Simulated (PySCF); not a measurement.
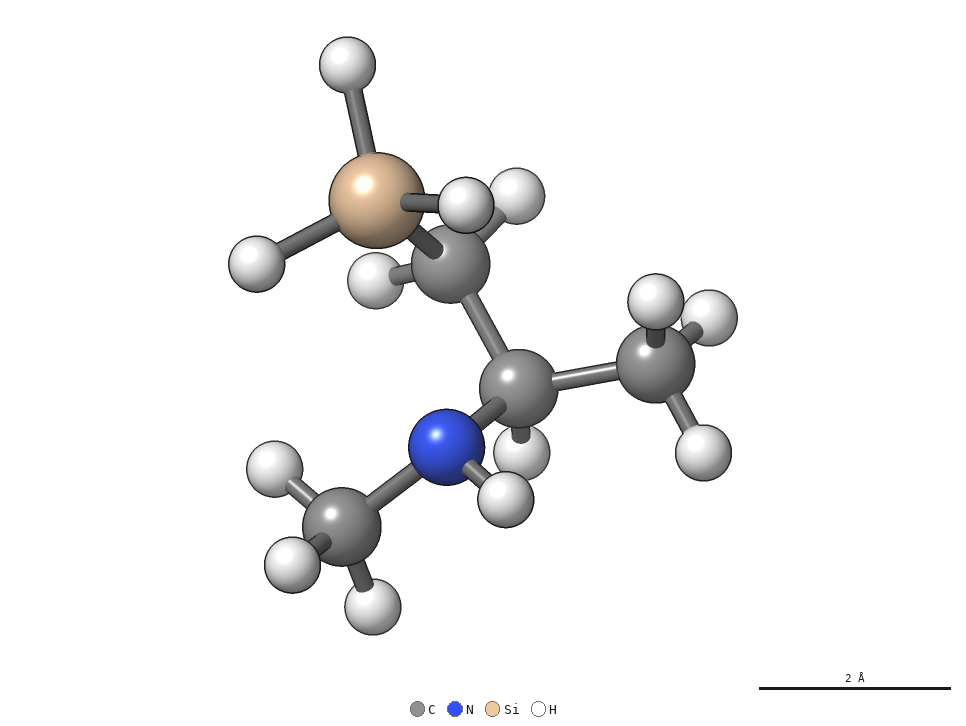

The picture shows a molecular structure as a ball-and-stick model. Every bond is drawn as one stick, whatever its order.

The geometry was computed by an optimisation with GFN2-xTB. No frequency run is at hand to confirm it as a minimum.

Which formula does it have?

C4H13NSi, 19 atoms: 4 carbon, 13 hydrogen, 1 nitrogen and 1 silicon.

Name some functional groups or characteristic bonds that it holds.

Among them: secondary amine, Si–H bond.

More results for the same structure follow; atom numbers are the same in all pictures, views and colours differ.

Symmetry

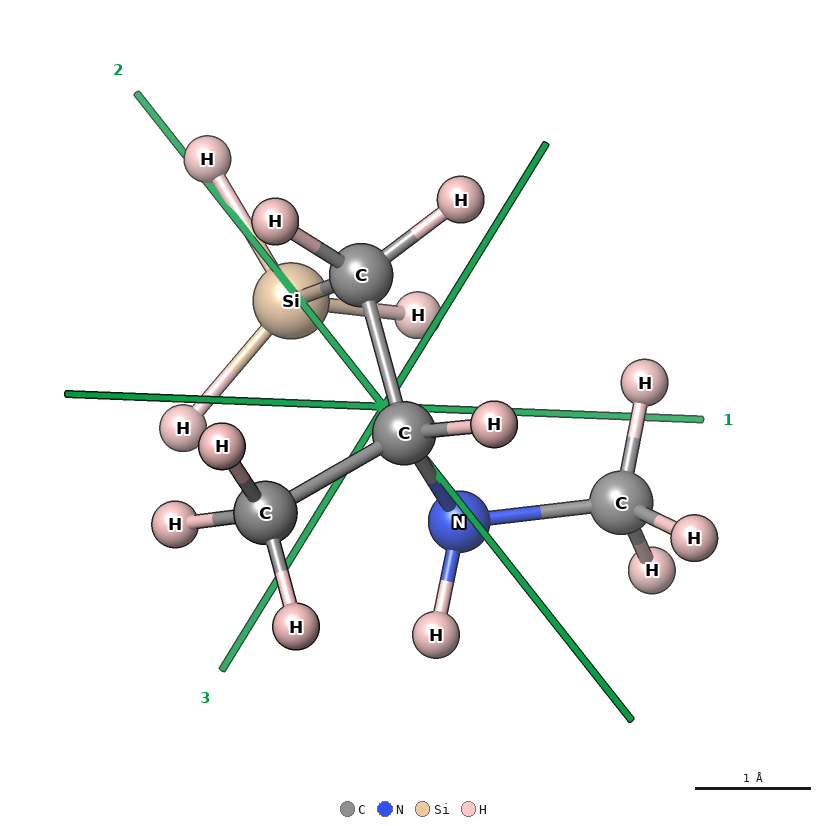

The three principal axes of inertia are drawn and numbered. Depth is shown by fading: the farther an atom, the more it takes the colour of the background. No frequency run is at hand to confirm it as a minimum. Masses are those of the most abundant isotopes; constants are for the rigid equilibrium geometry.

Which line is the a axis (least moment of inertia), which b and which c?

a is line 2, b is line 1, c is line 3; the moments are 165, 215, 306 u Å².

Classify the rotor and give the rotational constants (cm⁻¹).

An asymmetric top (C1): A = 0.102, B = 0.0785, C = 0.0551 cm⁻¹. Ray's parameter κ is 0.00, midway between the limits.

Charges

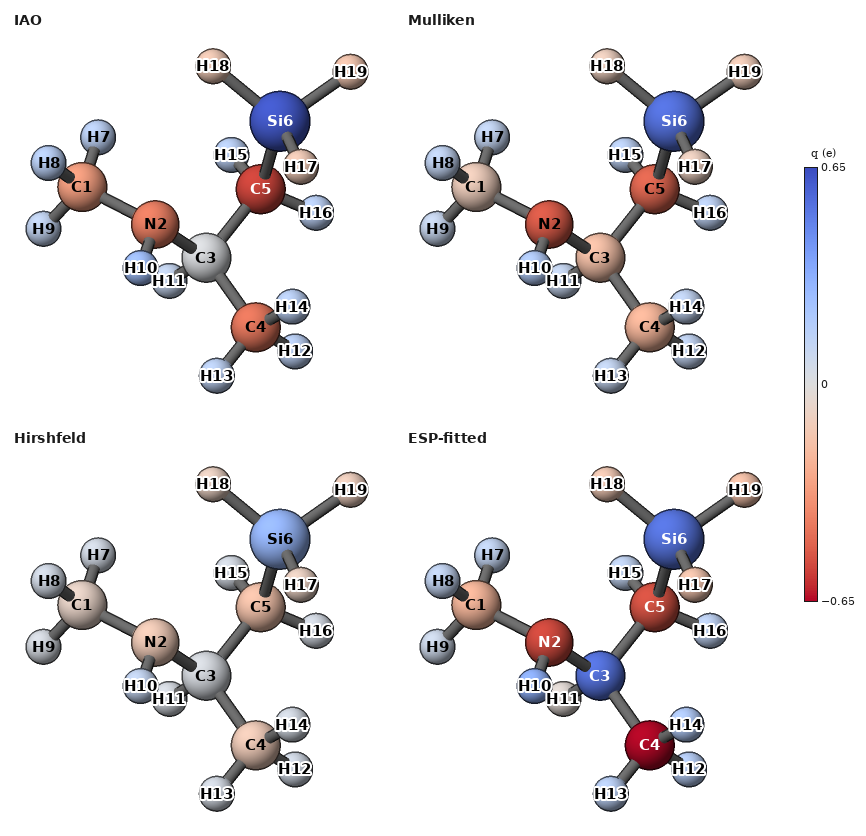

Atomic charges of one calculation by 4 schemes, on one colour scale. No frequency run is at hand to confirm it as a minimum. Level of theory: PBE0/pcSseg-1 (PySCF 2.14.0).

Which scheme gives the most polar picture (largest mean size of the charges)?

The ESP-fitted charges are the largest in size here, and the Hirshfeld charges the smallest.

On which atom do the schemes disagree most?

On C3 (from −0.17 to 0.53 e).

List the charges (e), one line for each set of equivalent atoms.

```
atom    IAO  Mulliken  Hirshfeld  ESP-fitted
  C1  −0.30     −0.11      −0.07       −0.21
  N2  −0.40     −0.50      −0.13       −0.54
  C3   0.01     −0.17       0.02        0.53
  C4  −0.42     −0.22      −0.12       −0.64
  C5  −0.55     −0.46      −0.16       −0.51
 Si6   0.60      0.53       0.28        0.52
  H7   0.14      0.11       0.04        0.12
  H8   0.15      0.12       0.05        0.11
  H9   0.11      0.10       0.03        0.07
 H10   0.24      0.18       0.11        0.31
 H11   0.11      0.10       0.03       −0.03
 H12   0.15      0.12       0.05        0.16
 H13   0.13      0.11       0.04        0.14
 H14   0.14      0.12       0.04        0.18
 H15   0.14      0.14       0.04        0.12
 H16   0.14      0.14       0.04        0.13
 H17  −0.13     −0.09      −0.09       −0.16
 H18  −0.13     −0.10      −0.09       −0.13
 H19  −0.15     −0.12      −0.10       −0.17
```

Electronic properties

No frequency run is at hand to confirm it as a minimum. Method: PBE0/pcSseg-1, gas phase (PySCF 2.14.0).

Estimate the dipole moment.

2.48 D.

What is the LUMO energy (Kohn–Sham orbital)?

1.14 eV.

Give the HOMO energy (Kohn–Sham orbital) at this level.

−6.78 eV.

Quadrupole coupling

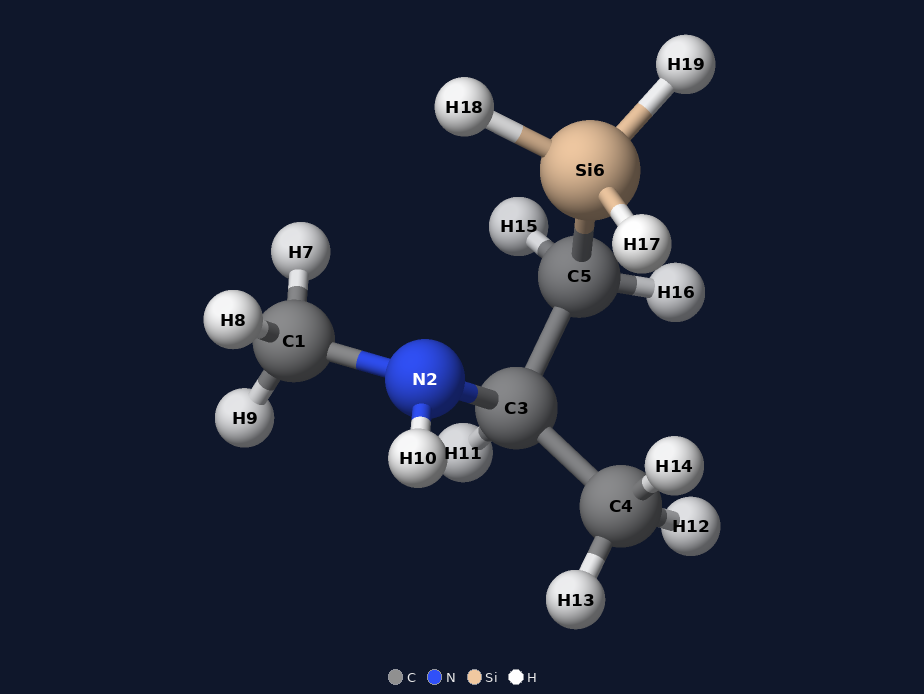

No frequency run is at hand to confirm it as a minimum. Electric field gradients from the ground-state density, PBE0/pcSseg-1 (PySCF 2.14.0), non-relativistic apart from any core potentials.

Give the largest field-gradient component, the quadrupole coupling constant and the asymmetry for 14N at N2 (Q = 20.44 mb), 2H at H7 (Q = 2.86 mb), 2H at H8 (Q = 2.86 mb), 2H at H9 (Q = 2.86 mb), 2H at H10 (Q = 2.86 mb).

```csv
atom,V_zz (a.u.),e²qQ/h (MHz),η
N2,−1.119,−5.38,0.08
H7,0.307,0.207,0.06
H8,0.309,0.208,0.05
H9,0.288,0.193,0.05
H10,0.390,0.262,0.18
```

Mulliken values depend strongly on the basis set and can even reverse the polarity of a bond. The geometry is semi-empirical. Around Si such bond lengths and angles can be off by a tenth of an ångström or more and by several degrees, and values that hang on the shape move with them.
